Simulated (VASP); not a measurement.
# ZnO (zincite): the band gap up a ladder of functionals, part 4 of 6

How far up the ladder of functionals must one climb to get the gap of ZnO (zincite) right? The start is a cell from a database of measured crystal structures.

VASP 6.6.1, plane waves and PAW; the level of theory is named at each step.

So far, least gap on mesh and path (eV): step 2 (bands, level LDA) 0.730; step 4 (bands, level r2SCAN) 1.23; step 5 (bands, level TB-mBJ) 2.58; step 6 (bands, level BLYP) 0.958; step 7 (bands, level SCAN) 1.15.

### 9. Bands with HSE06

This step: HSE06; plane waves and PAW (Zn, O) (VASP 6.6.1).

HSE06 mixes in a quarter of exact exchange at short range, at far higher cost; in semiconductors this cures much of the gap error, while metals seldom gain.

Contents of INCAR:

```
SYSTEM = ZnO
PREC = Accurate
ENCUT = 520
EDIFF = 1E-06
NELM = 100
ISMEAR = 0
SIGMA = 0.02
LREAL = .FALSE.
ALGO = Normal
LHFCALC = .TRUE.
AEXX = 0.25
GGA = PE
HFSCREEN = 0.2
LASPH = .TRUE.
NBANDS = 24
PRECFOCK = Fast
LORBIT = 11
LWAVE = .FALSE.
LCHARG = .FALSE.
KPAR = 8
```

Contents of POSCAR:

```
ZnO
1.0
    3.2493080000      0.0000000000      0.0000000000
   -1.6246540000      2.8139832727      0.0000000000
    0.0000000000      0.0000000000      5.2057090000
Zn O
2 2
Direct
    0.3333333333      0.6666666667      0.5000000000
    0.6666666667      0.3333333333      0.0000000000
    0.6666666667      0.3333333333      0.3790100000
    0.3333333333      0.6666666667      0.8790100000
```

Contents of KPOINTS:

```
Automatic mesh
0
Gamma
5 5 3
0 0 0
```

Contents of KPOINTS_OPT:

```
Line mode
6
Line-mode
Reciprocal
  0.00000000   0.00000000   0.00000000 GAMMA
  0.50000000   0.00000000   0.00000000 M

  0.50000000   0.00000000   0.00000000 M
  0.33333333   0.33333333   0.00000000 K

  0.33333333   0.33333333   0.00000000 K
  0.00000000   0.00000000   0.00000000 GAMMA

  0.00000000   0.00000000   0.00000000 GAMMA
  0.00000000   0.00000000   0.50000000 A

  0.00000000   0.00000000   0.50000000 A
  0.50000000   0.00000000   0.50000000 L

  0.50000000   0.00000000   0.50000000 L
  0.33333333   0.33333333   0.50000000 H

  0.33333333   0.33333333   0.50000000 H
  0.00000000   0.00000000   0.50000000 A

  0.50000000   0.00000000   0.50000000 L
  0.50000000   0.00000000   0.00000000 M

  0.33333333   0.33333333   0.00000000 K
  0.33333333   0.33333333   0.50000000 H
```

PAW data sets: Zn and O (PBE family, release 64).

The WAVECAR or CHGCAR of an earlier step is read.

Started as:

```console
$ mpirun -np 8 vasp_std
```

Numbers of over 12 decimals in the logs are rounded to 6 here.

The program printed:

```text
[banner, memory and clock lines left out]
running    8 mpi-ranks, on    1 nodes
[...]
[... a notice as in an earlier step ...]

 LDA part: xc-table for (Slater+PW92), standard interpolation
 found WAVECAR, reading the header
 POSCAR, INCAR and KPOINTS ok, starting setup
[...]
reading WAVECAR
 the WAVECAR file was read successfully
 initial charge from wavefunction
 entering main loop
       N       E                     dE             d eps       ncg     rms          rms(c)
DAV:   1    -0.227729877535E+02   -0.22773E+02   -0.12319E+00   600   0.389E+01    0.245E+00
DAV:   2    -0.227524456868E+02    0.20542E-01   -0.54800E-01   584   0.129E+01    0.836E-01
DAV:   3    -0.227529601839E+02   -0.51450E-03   -0.47081E-02   680   0.372E+00    0.444E-01
DAV:   4    -0.227529795123E+02   -0.19328E-04   -0.52042E-03   544   0.534E-01    0.244E-01
[...]
DAV:   8    -0.227525934050E+02    0.81091E-05   -0.60377E-06   512   0.266E-02    0.298E-02
DAV:   9    -0.227525906399E+02    0.27651E-05   -0.15344E-06   368   0.127E-02    0.177E-02
DAV:  10    -0.227525897278E+02    0.91211E-06   -0.89293E-07   352   0.941E-03
   1 F= -.22752590E+02 E0= -.22752590E+02  d E =-.121007E-36
 Start KPOINTS_OPT (optional k-point list driver)
k-point batch [1-10\54]
       N       E                     dE             ncg
DAV:   1     0.117128355262E+04   -0.83886E+04      480
DAV:   2    -0.190811394596E+04   -0.30794E+04      528
DAV:   3    -0.222116175487E+04   -0.31305E+03      544
DAV:   4    -0.222952647369E+04   -0.83647E+01      576
DAV:   5    -0.222960709634E+04   -0.80623E-01      608
DAV:   6    -0.222960782632E+04   -0.72999E-03      576
DAV:   7    -0.222960783468E+04   -0.83550E-05      576
DAV:   8    -0.222960783480E+04   -0.12516E-06      400
[...]
k-point batch [51-54\54]
       N       E                     dE             ncg
DAV:   1     0.876629976296E+04   -0.55680E+04      192
DAV:   2     0.755622945207E+04   -0.12101E+04      208
DAV:   3     0.742801424075E+04   -0.12822E+03      224
DAV:   4     0.742457286757E+04   -0.34414E+01      216
DAV:   5     0.742454398987E+04   -0.28878E-01      224
DAV:   6     0.742454377075E+04   -0.21911E-03      224
DAV:   7     0.742454376877E+04   -0.19835E-05      176
DAV:   8     0.742454376873E+04   -0.38610E-07      136
```

It took 8.9 min on 8 MPI ranks of Intel Xeon Platinum 8488C (Sapphire Rapids), shared host; peak memory 2.4 GiB.

OUTCAR, selected parts (step 9):

```text
 POSITION                                       TOTAL-FORCE (eV/Angst)
 -----------------------------------------------------------------------------------
     -0.00000      1.87599      2.60285        -0.000000     -0.000000     -0.082412
      1.62465      0.93799      0.00000         0.000000      0.000000     -0.082412
      1.62465      0.93799      1.97302        -0.000000      0.000000      0.082412
     -0.00000      1.87599      4.57587         0.000000      0.000000      0.082412
 -----------------------------------------------------------------------------------
    total drift:                               -0.000003      0.000000     -0.001947

  FREE ENERGIE OF THE ION-ELECTRON SYSTEM (eV)
  ---------------------------------------------------
  free  energy   TOTEN  =       -22.7525897278 eV

  energy  without entropy=      -22.7525897278  energy(sigma->0) =      -22.75258973

[... 1 part as in an earlier step ...]

[... 2 further parts left out ...]
[key lines of the parts left out:]
E-fermi :   0.1036
```

Electronic bands along the path, in eV, zero at the valence-band top; v1 is the highest filled band, c1 the lowest empty one:

```
    point     v4     v3     v2     v1    c1    c2     c3
        Γ  -0.87  -0.06   0.00   0.00  2.50  7.22  10.36
        M  -3.06  -2.40  -1.40  -0.87  7.80  8.69   9.44
        K  -3.89  -2.10  -2.10  -1.84  9.41  9.92   9.92
        Γ  -0.87  -0.06   0.00   0.00  2.50  7.22  10.36
        A  -0.43  -0.43  -0.43  -0.43  5.26  5.26  12.25
        L  -1.60  -1.60  -1.44  -1.44  7.55  7.55  10.71
        H  -2.93  -2.93  -1.28  -1.28  9.87  9.87  10.07
        A  -0.43  -0.43  -0.43  -0.43  5.26  5.26  12.25
jump to L  -1.60  -1.60  -1.44  -1.44  7.55  7.55  10.71
        M  -3.06  -2.40  -1.40  -0.87  7.80  8.69   9.44
jump to K  -3.89  -2.10  -2.10  -1.84  9.41  9.92   9.92
        H  -2.93  -2.93  -1.28  -1.28  9.87  9.87  10.07
```

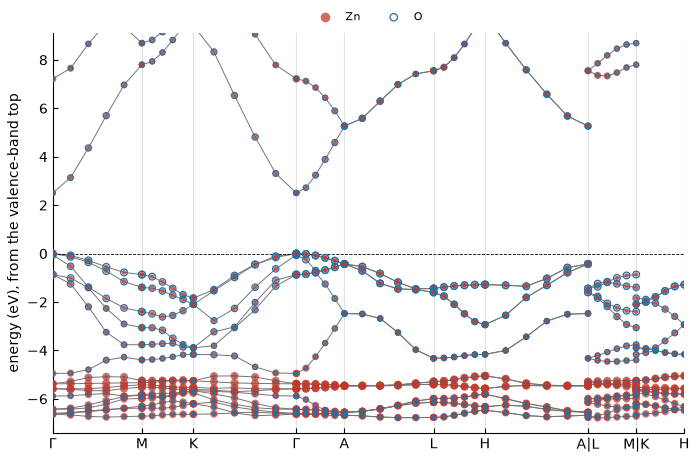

Electronic bands along the path; dots are coloured as in the legend, and their area grows with the weight.

The gap is 2.50 eV, direct at Γ. Against LDA that is +1.77 eV; this run took 49 times the core time, on fewer points of the path. The gap lies -0.88 eV from the measured 3.38 eV.

### 10. Dielectric constant for the exchange share

This step: PBE; plane waves and PAW (Zn, O) (VASP 6.6.1).

The share of exact exchange of the next level is the inverse of the dielectric constant, which this PBE response run supplies.

Contents of INCAR:

```
SYSTEM = ZnO
PREC = Accurate
ENCUT = 520
EDIFF = 1E-08
NELM = 100
ISMEAR = 0
SIGMA = 0.01
LREAL = .FALSE.
ALGO = Normal
GGA = PE
NBANDS = 24
LORBIT = 11
LWAVE = .FALSE.
LCHARG = .FALSE.
KPAR = 8
LEPSILON = .TRUE.
```

POSCAR is that of step 9.

Contents of KPOINTS:

```
Automatic mesh
0
Gamma
9 9 5
0 0 0
```

Started as:

```console
$ mpirun -np 8 vasp_std
```

The program printed:

```text
[... set-up lines as in an earlier step ...]
 entering main loop
       N       E                     dE             d eps       ncg     rms          rms(c)
DAV:   1     0.278631045949E+03    0.27863E+03   -0.18713E+04  1752   0.220E+03
DAV:   2     0.587652906511E+01   -0.27275E+03   -0.25930E+03  1880   0.419E+02
DAV:   3    -0.206713646994E+02   -0.26548E+02   -0.26345E+02  2008   0.138E+02
DAV:   4    -0.210619627312E+02   -0.39060E+00   -0.39046E+00  1968   0.177E+01
DAV:   5    -0.210643434184E+02   -0.23807E-02   -0.23807E-02  2000   0.132E+00    0.147E+01
DAV:   6    -0.176694219280E+02    0.33949E+01   -0.90211E+00  2976   0.666E+01    0.905E+00
DAV:   7    -0.178521163756E+02   -0.18269E+00   -0.27309E+00  1800   0.182E+01    0.537E+00
DAV:   8    -0.178670450479E+02   -0.14929E-01   -0.60988E-01  2616   0.786E+00    0.166E+00
DAV:   9    -0.178146443126E+02    0.52401E-01   -0.12717E-01  2688   0.669E+00    0.313E-01
DAV:  10    -0.178176609674E+02   -0.30167E-02   -0.44459E-02  1784   0.147E+00    0.144E-01
DAV:  11    -0.178176551552E+02    0.58122E-05   -0.97057E-04  2320   0.337E-01    0.290E-02
DAV:  12    -0.178177096551E+02   -0.54500E-04   -0.76308E-05  2088   0.101E-01    0.295E-02
DAV:  13    -0.178177061309E+02    0.35241E-05   -0.19193E-05  2248   0.886E-02    0.111E-02
DAV:  14    -0.178177050654E+02    0.10656E-05   -0.85058E-06  2048   0.360E-02    0.406E-03
DAV:  15    -0.178177045831E+02    0.48227E-06   -0.13252E-06  2232   0.109E-02    0.111E-03
DAV:  16    -0.178177045305E+02    0.52585E-07   -0.12898E-07  1896   0.316E-03    0.967E-04
DAV:  17    -0.178177045144E+02    0.16082E-07   -0.31621E-08  1592   0.204E-03    0.204E-04
DAV:  18    -0.178177045190E+02   -0.45675E-08   -0.54076E-09   968   0.675E-04
   1 F= -.17817705E+02 E0= -.17817705E+02  d E =-.624100E-17
 Linear response reoptimize wavefunctions to high precision
DAV:   1    -0.178177045281E+02   -0.90440E-08   -0.18427E-09  1000   0.585E-04
DAV:   2    -0.178177045280E+02    0.49113E-10   -0.23102E-10   952   0.152E-04
 Linear response G [H, r] |phi>, progress :
  Direction:   1
       N       E                     dE             d eps       ncg     rms
RMM:   1    -0.879919174992E+02   -0.87992E+02    0.37138E+02  3533   0.110E+02
RMM:   2    -0.930812115459E+02   -0.50893E+01   -0.11729E+01  2519   0.373E+01
RMM:   3    -0.935390356734E+02   -0.45782E+00   -0.11250E+00  3050   0.739E+00
RMM:   4    -0.935290396431E+02    0.99960E-02   -0.32172E-02  2938   0.104E+00
RMM:   5    -0.935286138517E+02    0.42579E-03   -0.10077E-02  3126   0.233E-01
RMM:   6    -0.935278095265E+02    0.80433E-03   -0.94073E-04  3087   0.430E-02
RMM:   7    -0.935277364332E+02    0.73093E-04   -0.15742E-04  3149   0.115E-02
RMM:   8    -0.935277181827E+02    0.18250E-04    0.21812E-04  3022   0.374E-03
RMM:   9    -0.935277151744E+02    0.30083E-05   -0.11947E-03  2413   0.205E-03
RMM:  10    -0.935277190264E+02   -0.38520E-05   -0.10014E-03  2043   0.165E-03
RMM:  11    -0.935277193560E+02   -0.32961E-06   -0.95894E-04  1835   0.151E-03
RMM:  12    -0.935277202438E+02   -0.88781E-06   -0.79293E-04  1668   0.150E-03
RMM:  13    -0.935277196714E+02    0.57241E-06   -0.94460E-04  1639   0.150E-03
 Linear response G [H, r] |phi>, progress :
  Direction:   2
       N       E                     dE             d eps       ncg     rms
RMM:   1    -0.932453712365E+02   -0.93245E+02    0.28534E+02  3520   0.108E+02
RMM:   2    -0.989958471306E+02   -0.57505E+01   -0.12056E+01  2546   0.358E+01
RMM:   3    -0.993360250209E+02   -0.34018E+00   -0.93053E-01  3053   0.684E+00
RMM:   4    -0.993347846402E+02    0.12404E-02   -0.34327E-02  2953   0.959E-01
RMM:   5    -0.993330471730E+02    0.17375E-02   -0.47722E-04  3119   0.202E-01
RMM:   6    -0.993330483828E+02   -0.12099E-05    0.32254E-04  3090   0.380E-02
RMM:   7    -0.993330622492E+02   -0.13866E-04    0.23434E-04  3178   0.967E-03
RMM:   8    -0.993330694984E+02   -0.72492E-05    0.17464E-04  3000   0.286E-03
RMM:   9    -0.993330803438E+02   -0.10845E-04   -0.32581E-04  2324   0.134E-03
RMM:  10    -0.993330826505E+02   -0.23067E-05   -0.14482E-04  2011   0.863E-04
RMM:  11    -0.993330840975E+02   -0.14469E-05   -0.21986E-04  1814   0.794E-04
RMM:  12    -0.993330852414E+02   -0.11439E-05   -0.12579E-04  1659   0.758E-04
RMM:  13    -0.993330849616E+02    0.27980E-06   -0.11310E-04  1604   0.767E-04
RMM:  14    -0.993330848916E+02    0.70020E-07   -0.72167E-05  1583   0.779E-04
 Linear response G [H, r] |phi>, progress :
  Direction:   3
       N       E                     dE             d eps       ncg     rms
 LRF_COMMUTATOR internal error: the vector H(1)-e(1) S(1) |phi(0)> is not orthog
 onal to |phi(0)> (1.181277076124773E-004,-9.478529072737274E-015)
 LRF_COMMUTATOR internal error: the vector H(1)-e(1) S(1) |phi(0)> is not orthog
 onal to |phi(0)> (1.131475144912012E-004,2.596534098842085E-014)
 LRF_COMMUTATOR internal error: the vector H(1)-e(1) S(1) |phi(0)> is not orthog
 onal to |phi(0)> (-1.095214452177928E-004,5.813058367998281E-015)
 LRF_COMMUTATOR internal error: the vector H(1)-e(1) S(1) |phi(0)> is not orthog
 onal to |phi(0)> (1.027273425253938E-004,9.166278847061449E-015)
 LRF_COMMUTATOR internal error: the vector H(1)-e(1) S(1) |phi(0)> is not orthog
 onal to |phi(0)> (-1.029393357558223E-004,4.086141876998899E-015)
 LRF_COMMUTATOR internal error: the vector H(1)-e(1) S(1) |phi(0)> is not orthog
 onal to |phi(0)> (1.223360699365754E-004,9.905271058261268E-015)
 LRF_COMMUTATOR internal error: the vector H(1)-e(1) S(1) |phi(0)> is not orthog
 onal to |phi(0)> (-1.094899696880905E-004,-3.613006888563622E-014)
 LRF_COMMUTATOR internal error: the vector H(1)-e(1) S(1) |phi(0)> is not orthog
 onal to |phi(0)> (1.073931758090278E-004,-1.316655178026195E-014)
 LRF_COMMUTATOR internal error: the vector H(1)-e(1) S(1) |phi(0)> is not orthog
 onal to |phi(0)> (1.176635840881568E-004,-7.475964292069648E-014)
 LRF_COMMUTATOR internal error: the vector H(1)-e(1) S(1) |phi(0)> is not orthog
 onal to |phi(0)> (-1.094899438409125E-004,-2.554206846028251E-014)
 LRF_COMMUTATOR internal error: the vector H(1)-e(1) S(1) |phi(0)> is not orthog
 onal to |phi(0)> (1.235550174016886E-004,-2.284283873166260E-014)
 LRF_COMMUTATOR internal error: the vector H(1)-e(1) S(1) |phi(0)> is not orthog
 onal to |phi(0)> (-1.071959940800483E-004,2.781802566076408E-014)
 LRF_COMMUTATOR internal error: the vector H(1)-e(1) S(1) |phi(0)> is not orthog
 onal to |phi(0)> (1.060077069915399E-004,3.620714839058792E-014)
RMM:   1    -0.923016270696E+02   -0.92302E+02    0.30672E+02  3364   0.108E+02
 LRF_COMMUTATOR internal error: the vector H(1)-e(1) S(1) |phi(0)> is not orthog
[...]
onal to |phi(0)> (1.060077069915399E-004,3.620714839058792E-014)
RMM:   3    -0.965470361786E+02   -0.49980E+00   -0.89898E-01  2933   0.696E+00
RMM:   4    -0.965491447225E+02   -0.21085E-02   -0.15986E-02  2917   0.966E-01
RMM:   5    -0.965493289094E+02   -0.18419E-03   -0.78407E-04  3091   0.202E-01
RMM:   6    -0.965493416658E+02   -0.12756E-04   -0.10443E-04  3053   0.375E-02
RMM:   7    -0.965493376270E+02    0.40388E-05   -0.16048E-05  3085   0.965E-03
RMM:   8    -0.965493366390E+02    0.98799E-06   -0.35068E-04  2851   0.302E-03
RMM:   9    -0.965493363521E+02    0.28689E-06   -0.18885E-04  2295   0.163E-03
RMM:  10    -0.965493361568E+02    0.19529E-06   -0.21192E-04  2020   0.118E-03
RMM:  11    -0.965493362204E+02   -0.63565E-07   -0.20083E-04  1812   0.110E-03
RMM:  12    -0.965493361928E+02    0.27559E-07   -0.19195E-04  1615   0.113E-03
RMM:  13    -0.965493361251E+02    0.67668E-07   -0.14288E-04  1575   0.113E-03
 Linear response to external field (no local field effect), progress :
  Direction:   1
       N       E                     dE             d eps       ncg     rms          rms(c)
RMM:   1    -0.493407513429E+00   -0.49341E+00   -0.24307E+00  2321   0.463E+00
RMM:   2    -0.591573463896E+00   -0.98166E-01   -0.91649E-03  2810   0.115E+00
RMM:   3    -0.594262409083E+00   -0.26889E-02   -0.14606E-03  2918   0.187E-01
RMM:   4    -0.594349403276E+00   -0.86994E-04   -0.77575E-05  3039   0.299E-02
RMM:   5    -0.594352264228E+00   -0.28610E-05   -0.88382E-06  3047   0.534E-03
RMM:   6    -0.594352650017E+00   -0.38579E-06   -0.56877E-07  2822   0.127E-03
RMM:   7    -0.594352736396E+00   -0.86379E-07   -0.24298E-07  1714   0.348E-04
RMM:   8    -0.594352714244E+00    0.22152E-07    0.16156E-07  1481   0.127E-04
RMM:   9    -0.594352723957E+00   -0.97137E-08    0.76571E-08  1376   0.632E-05
 change of polarisation eV/A/(eV/A) component  1 :     1.189    -0.296    -0.106
 dielectric tensor                  component  1 :     5.519    -1.125    -0.404
 Linear response to external field (no local field effect), progress :
  Direction:   2
       N       E                     dE             d eps       ncg     rms          rms(c)
RMM:   1    -0.608755202819E+00   -0.60876E+00   -0.29968E+00  2290   0.470E+00
RMM:   2    -0.722328838856E+00   -0.11357E+00   -0.10181E-02  2832   0.118E+00
RMM:   3    -0.725435859338E+00   -0.31070E-02   -0.16833E-03  2934   0.194E-01
RMM:   4    -0.725526699281E+00   -0.90840E-04   -0.86748E-05  3038   0.309E-02
RMM:   5    -0.725529448836E+00   -0.27496E-05   -0.75558E-06  3069   0.582E-03
RMM:   6    -0.725530148955E+00   -0.70012E-06   -0.85146E-07  2790   0.141E-03
RMM:   7    -0.725530230283E+00   -0.81328E-07   -0.22850E-07  1734   0.396E-04
RMM:   8    -0.725530238686E+00   -0.84033E-08   -0.94101E-08  1473   0.141E-04
 change of polarisation eV/A/(eV/A) component  2 :    -0.296     1.451    -0.083
 dielectric tensor                  component  2 :    -1.125     6.516    -0.317
 Linear response to external field (no local field effect), progress :
  Direction:   3
       N       E                     dE             d eps       ncg     rms          rms(c)
RMM:   1    -0.569807236769E+00   -0.56981E+00   -0.28971E+00  2296   0.459E+00
RMM:   2    -0.638586223099E+00   -0.68779E-01   -0.12696E-02  2766   0.111E+00
RMM:   3    -0.641537823182E+00   -0.29516E-02   -0.27537E-03  2849   0.176E-01
RMM:   4    -0.641556631000E+00   -0.18808E-04   -0.39681E-05  2976   0.251E-02
RMM:   5    -0.641557063248E+00   -0.43225E-06   -0.20641E-06  2933   0.434E-03
RMM:   6    -0.641557096010E+00   -0.32762E-07   -0.34308E-08  2532   0.938E-04
RMM:   7    -0.641557111798E+00   -0.15788E-07    0.27132E-08  1561   0.249E-04
RMM:   8    -0.641557113718E+00   -0.19200E-08    0.24122E-08  1337   0.912E-05
 change of polarisation eV/A/(eV/A) component  3 :    -0.106    -0.083     1.283
 dielectric tensor                  component  3 :    -0.404    -0.317     5.878
 Linear response to external field, progress :
  Direction:   1
       N       E                     dE             d eps       ncg     rms          rms(c)
RMM:   1    -0.553530704527E+00   -0.55353E+00   -0.27382E+00  7184   0.463E+00
RMM:   2    -0.657051836223E+00   -0.10352E+00   -0.10061E-02  9011   0.115E+00    0.114E+00
RMM:   3    -0.654302140173E+00    0.27497E-02   -0.50056E-03  9085   0.495E-01    0.656E-01
RMM:   4    -0.674109454140E+00   -0.19807E-01   -0.69330E-03  9264   0.631E-01    0.509E-02
RMM:   5    -0.676939892126E+00   -0.28304E-02   -0.31553E-04  8996   0.135E-01    0.142E-02
RMM:   6    -0.677488022172E+00   -0.54813E-03   -0.15436E-05  9766   0.278E-02    0.804E-03
RMM:   7    -0.677580478967E+00   -0.92457E-04   -0.34050E-06  9430   0.120E-02    0.121E-03
RMM:   8    -0.677648231296E+00   -0.67752E-04    0.86870E-07  9784   0.252E-03    0.445E-04
RMM:   9    -0.677637581313E+00    0.10650E-04    0.26229E-07  9565   0.745E-04    0.577E-05
RMM:  10    -0.677640287529E+00   -0.27062E-05    0.24768E-07  7636   0.132E-04    0.338E-05
RMM:  11    -0.677640927206E+00   -0.63968E-06    0.17108E-07  5264   0.566E-05    0.295E-06
 change of polarisation eV/A/(eV/A) component  1 :     1.290    -0.072    -0.000
 dielectric tensor                  component  1 :     5.906    -0.273    -0.000
 Linear response to external field, progress :
  Direction:   2
       N       E                     dE             d eps       ncg     rms          rms(c)
RMM:   1    -0.553639689343E+00   -0.55364E+00   -0.27393E+00  7181   0.462E+00
RMM:   2    -0.656999382711E+00   -0.10336E+00   -0.98812E-03  9009   0.113E+00    0.114E+00
RMM:   3    -0.654294893700E+00    0.27045E-02   -0.48932E-03  9116   0.494E-01    0.656E-01
RMM:   4    -0.674117910380E+00   -0.19823E-01   -0.69869E-03  9270   0.631E-01    0.512E-02
RMM:   5    -0.676650211038E+00   -0.25323E-02   -0.28898E-04  8859   0.130E-01    0.178E-02
RMM:   6    -0.677479988499E+00   -0.82978E-03   -0.16674E-05  9773   0.342E-02    0.820E-03
RMM:   7    -0.677504390307E+00   -0.24402E-04   -0.24309E-07  9662   0.742E-03    0.397E-03
RMM:   8    -0.677625163236E+00   -0.12077E-03   -0.27009E-07  9463   0.621E-03    0.472E-04
RMM:   9    -0.677641660070E+00   -0.16497E-04    0.33152E-07  9758   0.113E-03    0.190E-04
RMM:  10    -0.677635137817E+00    0.65223E-05    0.30052E-08  9054   0.344E-04    0.330E-05
RMM:  11    -0.677636423231E+00   -0.12854E-05   -0.27449E-08  5855   0.696E-05    0.148E-05
RMM:  12    -0.677636509735E+00   -0.86504E-07   -0.35597E-08  4676   0.494E-05    0.191E-06
 change of polarisation eV/A/(eV/A) component  2 :    -0.149     1.290    -0.000
 dielectric tensor                  component  2 :    -0.565     5.906    -0.000
 Linear response to external field, progress :
  Direction:   3
       N       E                     dE             d eps       ncg     rms          rms(c)
RMM:   1    -0.569807236768E+00   -0.56981E+00   -0.28971E+00  2296   0.459E+00
RMM:   2    -0.638586222883E+00   -0.68779E-01   -0.12696E-02  2766   0.111E+00    0.112E+00
RMM:   3    -0.637509788817E+00    0.10764E-02   -0.54524E-03  2860   0.452E-01    0.643E-01
RMM:   4    -0.657151561573E+00   -0.19642E-01   -0.51932E-03  2856   0.558E-01    0.474E-02
RMM:   5    -0.658925136347E+00   -0.17736E-02   -0.16055E-04  2679   0.998E-02    0.237E-02
RMM:   6    -0.660314792987E+00   -0.13897E-02   -0.40509E-05  2921   0.470E-02    0.729E-03
RMM:   7    -0.660444520176E+00   -0.12973E-03   -0.14300E-06  2905   0.864E-03    0.167E-03
RMM:   8    -0.660537069821E+00   -0.92550E-04   -0.56009E-08  2985   0.315E-03    0.412E-04
RMM:   9    -0.660542195350E+00   -0.51255E-05    0.41222E-08  3032   0.724E-04    0.179E-04
RMM:  10    -0.660543822574E+00   -0.16272E-05    0.70500E-09  2686   0.370E-04    0.295E-05
RMM:  11    -0.660544199442E+00   -0.37687E-06    0.10682E-08  1788   0.678E-05    0.106E-05
RMM:  12    -0.660543900742E+00    0.29870E-06    0.44915E-08  1522   0.531E-05    0.226E-06
 change of polarisation eV/A/(eV/A) component  3 :    -0.105    -0.082     1.258
 dielectric tensor                  component  3 :    -0.400    -0.313     5.784
 Born effective charges drift removed
```

Wall time 44 s (8 MPI ranks); peak memory 3.5 GiB; 5.8 min of CPU time.

(Continued in part 5 of 6.)

[Lines on the potential files, build, host, timing and source positions are cut from VASP's logs without a mark.]

[Logs are printed without paths, hosts, clocks, repeated set-up lines and the standing remarks that a program may print on its own settings, such as how far it seeks lower states.]

[Hosts, paths, dates, database ids (printed as entryN), source tags and the programs' standing remarks are cut or masked in the printed files.]

[Measured values are set beside computed ones only where the two were judged alike; some that the calculation misses by far are left out.]
